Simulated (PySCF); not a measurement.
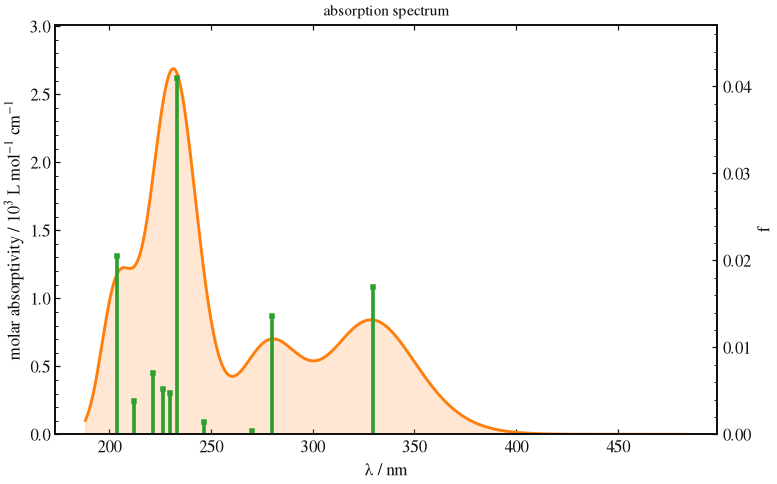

Vertical TDDFT excitations, PBE0/aug-cc-pVDZ in PySCF 2.14.0, at a PBE0-D3(BJ)/def2-SVP geometry (no frequency check), gas phase. Only the first 10 singlet excitations are included; each is broadened by a Gaussian of 1/e half-width 0.33 eV. Sticks give oscillator strengths (right axis).

Which molecule gives this spectrum?
A. C₂H₉BOSi, SMILES CBOC[SiH3]
B. GeSiH₆S₂, SMILES [SiH3][S][GeH2][SH], singlet
C. B₂GeH₃Cl₃, SMILES [BH2][Ge@H]([Cl])[B](Cl)Cl, singlet
D. CH₈FGaN₂, SMILES C[NH][Ga@H-]([NH3+])[F], singlet

Answer. Option C. Its lowest singlet lies at 3.76 eV (f = 0.017) and the brightest of those computed is S5 at 5.31 eV (234 nm), f = 0.041, mainly HOMO−1 → LUMO+1 (75 %).

Known limits of this run: one conformer of a flexible molecule; core orbitals are frozen in the response.
